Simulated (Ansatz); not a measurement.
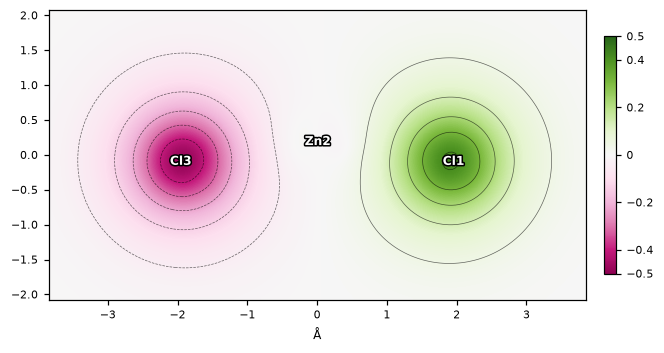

Figure. Cl2Zn. The HOMO−1 on a plane 0.8 Å above the molecular plane (values in Å⁻³ᐟ²; the overall sign is arbitrary).

The fields and orbitals are those of the mean-field reference, not of the correlated method.

Level of theory: MP2, Gaussian basis in Ansatz 0.2.0.

Question: What is the character of this orbital?

Answer: It lies mainly on Cl1 (about 45 %), Cl3 (about 45 %) and Zn2 (about 10 %); largely a combination of lone pairs on Cl1 and Cl3. Its energy is −12.54 eV.
